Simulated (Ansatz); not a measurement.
**Single-point calculation of C$_{2}$H$_{9}$BClNSi**

- system: C$_{2}$H$_{9}$BClNSi, SMILES BN(CC)[SiH2]Cl
- method: RKS wB97M-V/def2-TZVP (Ansatz 0.2.0)

Some settings of this run were made unusual or wrong on purpose. The geometry comes from this level: PBE0-D4/def2-TZVP.

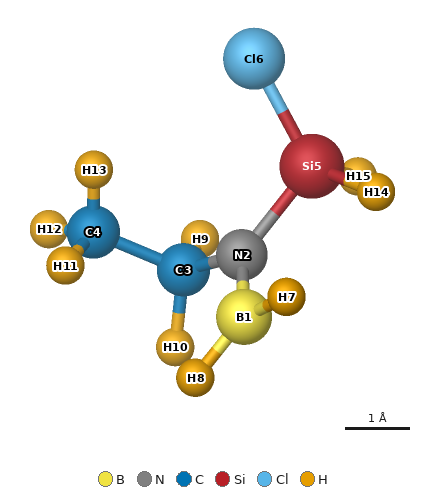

**Figure 1.** The structure as given in the input (ball-and-stick view, seen at a tilt; atoms are numbered from 1 in the order of the input).

**Input file**
```yaml
crystal:
  periodic: [false, false, false]
  atoms:
    - {symbol: B, position_ang: [-1.210681, -1.300405, -0.666862]}
    - {symbol: N, position_ang: [-0.579732, -0.039676, -0.220048]}
    - {symbol: C, position_ang: [0.043482, 0.014666, 1.103106]}
    - {symbol: C, position_ang: [1.524892, -0.450970, 1.076814]}
    - {symbol: Si, position_ang: [-0.636730, 1.429263, -1.208958]}
    - {symbol: Cl, position_ang: [1.090223, 2.007430, -1.804714]}
    - {symbol: H, position_ang: [-1.581352, -1.333620, -1.816764]}
    - {symbol: H, position_ang: [-1.160526, -2.242844, 0.113665]}
    - {symbol: H, position_ang: [0.138748, 0.916153, 1.426934]}
    - {symbol: H, position_ang: [-0.565349, -0.670212, 1.950919]}
    - {symbol: H, position_ang: [1.541589, -1.583810, 0.675128]}
    - {symbol: H, position_ang: [2.128097, -0.339547, 1.876460]}
    - {symbol: H, position_ang: [2.089388, -0.042617, 0.293542]}
    - {symbol: H, position_ang: [-1.709419, 1.008749, -2.258697]}
    - {symbol: H, position_ang: [-1.280508, 2.415079, -0.356804]}
basis:
  gaussian: {orbitals: def2-TZVP, final_grid: {core_spheres: 1, valence_spheres: 1, degree: 5}}
hamiltonian: {xc: {name: wB97M-V}}
scf: {lower_state_search: off}
```

Hardware: 4 threads of Arm Neoverse V1, 23 GiB of memory available, shared host.

Command:
```bash
ansatz run in.yaml --threads 4 --pin off --events-out ev --progress --plain --max-ram 11315MiB
```

**The program's output**
```
Functional definition: wB97M-V
  name "wB97M-V"
  cite "Mardirossian & Head-Gordon, J. Chem. Phys. 144, 214110 (2016) doi:10.1063/1.4952647"
  cite "Becke, J. Chem. Phys. 107, 8554 (1997) doi:10.1063/1.475007"
  cite "Vydrov & Van Voorhis, J. Chem. Phys. 133, 244103 (2010) doi:10.1063/1.3521275"
  # Of w^i u^j: cxij and so on, Table III.
  parameter omega = 0.3/bohr
  parameter cx = 0.15
  parameter cx01 = 1.007
  parameter cx10 = 0.259
  parameter css00 = 0.443
  parameter css04 = -1.437
  parameter css10 = -4.535
  parameter css20 = -3.390
  parameter css43 = 4.278
  parameter cos00 = 1.000
  parameter cos10 = 1.358
  parameter cos20 = 2.924
  parameter cos21 = -8.812
  parameter cos60 = -1.390
  parameter cos61 = 9.142
  parameter b = 6.0
  parameter c = 0.01
  gx(w, u) = 1 - cx + cx01*u + cx10*w
  gss(w, u) = css00 + css04*u^4 + css10*w + css20*w^2 + css43*w^4*u^3
  gos(w, u) = cos00 + cos10*w + (cos20 + cos21*u)*w^2 + (cos60 + cos61*u)*w^6
  exchange = spin_sum(e_x_unif_sr(omega)*gx(b97_w, b97_u_x)) + cx*exact_x_sr(omega) + exact_x_lr(omega)
  correlation = spin_sum(e_c_pw_mod_same_spin*gss(b97_w, b97_u_same))
      + integral(e_c_pw_mod_opposite_spin*gos(b97_w_opposite, b97_u_opposite)) + vv10(b, c)
these checks for a lower state are left out or cut short: stability, starts, cluster_reference, orbital_swaps, neighbouring_geometries, increment
1595 factors; their error is unknown
435 factors; integrals over basis functions are off by at most 1.4e-5 eV
mean field evaluation 1: about -24780.9539 eV, gradient 5.3e1 eV
mean field evaluation 2: about -24781.1883 eV, gradient 5.3e1 eV
mean field evaluation 4: about -24787.0075 eV, gradient 2.6e0 eV
mean field evaluation 8: about -24760.6034 eV, gradient 1.4e1 eV
mean field evaluation 16: about -24760.9804 eV, gradient 2.9e-3 eV
mean field -24760.98042652 eV, -909.9492470794 hartree, gradient 6.6e-6 eV, S^2 0.000000; 0 other end points of the search recorded, 0 dependent functions left out
reference -24760.98081682 eV, -909.9492614226 hartree; 32, 32 occupied and 220, 220 virtual orbitals, 1595 factors
Total energy: -24760.98081682 eV, -909.9492614226 hartree
Checks for a lower state left out: stability, starts, cluster_reference, orbital_swaps, neighbouring_geometries, increment
```

**Outcome**

```tsv
quantity	value
outcome	converged
total energy	−24760.9808 eV
wall time	13 s (CPU time 48 s)
peak memory	0.92 GiB
```

**What went wrong**

The input was spoiled on purpose: grid. The program still converged, but the numbers can't be taken as results for the intended system.
